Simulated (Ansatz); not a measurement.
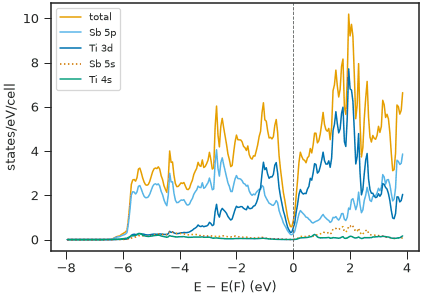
Figure. Total and projected density of states of TiSb2 in space group I4/mcm (No. 140; Ti on 4a, Sb on 8h), the program Ansatz at the r²SCAN level (PAW)

### Question
Which orbitals carry the states next to the Fermi level?

### Answer
Within 0.5 eV of the Fermi level: Ti 3d 60 %, Sb 5p 33 %. Projections are on Löwdin-orthogonalised atomic valence shells; empty p or d shells of many metals are not among them.

### Question
Where is the tallest occupied peak in this window, and what makes it?

### Answer
Near -1.0 eV, about 6.2 states/eV per cell; the largest projected share is Ti 3d.

The workflow started from a Materials Project entry (that database holds measured and hypothetical structures alike); the Crystallography Open Database files this formula in space group No. 140, but the cells were not matched. Its standing as an ambient phase is unchecked. Symmetry was held in the r²SCAN relaxation; whether a distortion lowers the energy is not shown. The run is not spin-polarised. Spin–orbit coupling is left out wherever it is not named.

Potentials: the later of the program's two PAW sets.
